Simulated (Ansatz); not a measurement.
**BLYP/aug-cc-pVTZ run of [SiH3]+ (SMILES [SiH3+])**

Aim: the vertical ionisation energy of [SiH3]+ at BLYP/aug-cc-pVTZ, from 2 runs. 

Program for the calculation: Ansatz 0.2.0.

1 further run of the same task is left out (it didn't finish).

## 1. The system as given

[SiH3]+: 4 atoms, total charge +1, spin state singlet. As SMILES, `[SiH3+]`. The shape is that of a PBE0-D4/def2-TZVP optimisation.

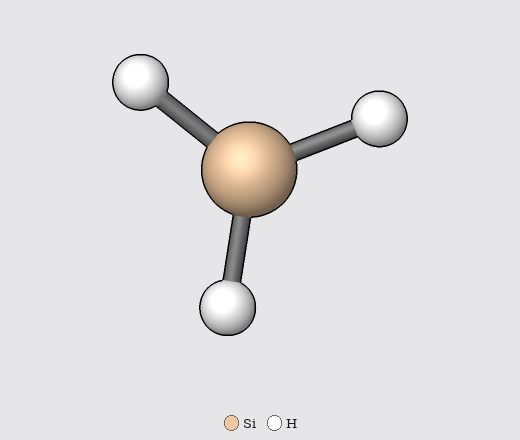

Viewed from a chosen angle; silicon light orange, hydrogen white.

## 2. The energy at BLYP/aug-cc-pVTZ

Input file input.yaml:

```yaml
crystal:
  periodic: [false, false, false]
  atoms:
    - {symbol: Si, position_ang: [-0.000000, -0.000000, 0.000000]}
    - {symbol: H, position_ang: [0.686900, 0.675400, 1.113000]}
    - {symbol: H, position_ang: [-0.118400, -1.467200, -0.009900]}
    - {symbol: H, position_ang: [-0.568500, 0.791700, -1.103100]}
basis:
  gaussian:
    orbitals: aug-cc-pVTZ
total_charge: 1
hamiltonian:
  xc: {name: BLYP}
accuracy: high
output: {orbitals: {seedname: orbitals}}
```

Launch:

```
$ ansatz run input.yaml --threads 1 --pin off --max-ram 3480MiB --events-out events.jsonl --progress --plain --runs-dir runs
```

Output:

```text
Warning: RAYON_NUM_THREADS=1 ignored (pool sized by the plan → 1); use --threads N
Functional definition: BLYP
  name "BLYP"
  parameter beta = 0.0042
  parameter a = 0.04918
  parameter b = 0.132
  parameter c = 0.2533
  parameter d = 0.349
  exchange = b88_x(beta = beta)
  correlation = lyp_c(a = a, b = b, c = c, d = d)
1784 factors; integrals over basis functions are off by at most 3.7e-9 eV
mean field evaluation 1: about -7915.7158 eV, gradient 1.7e1 eV
mean field evaluation 2: about -7916.6482 eV, gradient 6.0e0 eV
mean field evaluation 4: about -7916.7724 eV, gradient 7.3e-2 eV
mean field evaluation 8: about -7916.7714 eV, gradient 1.9e-4 eV
mean field evaluation 16: about -7916.7714 eV, gradient 7.7e-9 eV
mean field -7916.77141540 eV, -290.9359833355 hartree, gradient 1.1e-8 eV, S^2 0.000000; 0 other end points of the search recorded, 0 dependent functions left out
reference -7916.77146191 eV, -290.9359850447 hartree; 8, 8 occupied and 111, 111 virtual orbitals, 1784 factors
Total energy: -7916.77146191 eV, -290.9359850447 hartree
```

Wall time 5.7 s (1 thread of Arm Neoverse V1, shared host); peak memory 0.26 GiB.

## 3. Doublet [SiH3]2+ at the same level

Input file run.yaml:

```yaml
crystal:
  periodic: [false, false, false]
  atoms:
    - symbol: Si
      position_ang: [-0.000000, -0.000000, 0.000000]
    - symbol: H
      position_ang: [0.686900, 0.675400, 1.113000]
    - symbol: H
      position_ang: [-0.118400, -1.467200, -0.009900]
    - symbol: H
      position_ang: [-0.568500, 0.791700, -1.103100]
basis:
  gaussian:
    orbitals: aug-cc-pVTZ
total_charge: 2
magnetization:
  spin_polarized: true
  initial_magnetization: 1
hamiltonian:
  xc: {name: BLYP}
accuracy: high
output:
  orbitals: {seedname: orbitals}
```

Launch:

```
$ ansatz run run.yaml --threads 1 --pin off --max-ram 3480MiB --events-out events.jsonl --progress --plain --runs-dir runs
```

Output, shortened:

```text
Warning: RAYON_NUM_THREADS=1 ignored (pool sized by the plan → 1); use --threads N
[... 9 set-up lines as earlier in the session ...]
1784 factors; integrals over basis functions are off by at most 3.7e-9 eV
mean field evaluation 1: about -7895.3736 eV, gradient 1.1e1 eV
mean field evaluation 2: about -7894.5512 eV, gradient 1.4e1 eV
mean field evaluation 4: about -7895.7418 eV, gradient 7.6e0 eV
mean field evaluation 8: about -7895.9682 eV, gradient 5.8e0 eV
mean field evaluation 16: about -7896.3381 eV, gradient 1.8e-7 eV
mean field evaluation 32: about -7896.3381 eV, gradient 6.9e-3 eV
mean field evaluation 64: about -7896.2877 eV, gradient 5.6e-1 eV
mean field -7896.33824192 eV, -290.1850780604 hartree, gradient 1.0e-8 eV, S^2 0.755456; 7 other end points of the search recorded, 0 dependent functions left out
reference -7896.33828409 eV, -290.1850796100 hartree; 8, 7 occupied and 111, 112 virtual orbitals, 1784 factors
Total energy: -7896.33828409 eV, -290.1850796100 hartree
```

Wall time 21 s (1 thread of Arm Neoverse V1, shared host); peak memory 0.29 GiB.

## 4. Results

At BLYP/aug-cc-pVTZ:

```
                                            quantity          value
                       singlet [SiH3]+: total energy  -290.93599 Eh
                        singlet [SiH3]+: HOMO energy      -16.24 eV
                        singlet [SiH3]+: LUMO energy      -11.18 eV
                      singlet [SiH3]+: HOMO–LUMO gap        5.07 eV
                      doublet [SiH3]2+: total energy  -290.18508 Eh
doublet [SiH3]2+: HOMO energy (highest over α and β)      -24.26 eV
                              doublet [SiH3]2+: ⟨S²⟩          0.755
vertical ionisation energy (to the doublet dication)      20.433 eV
```

Removing an electron at fixed nuclei costs 20.43 eV (471 kcal/mol). −ε(HOMO) before ionisation, 16.24 eV, is 4.19 eV below this ionisation energy.
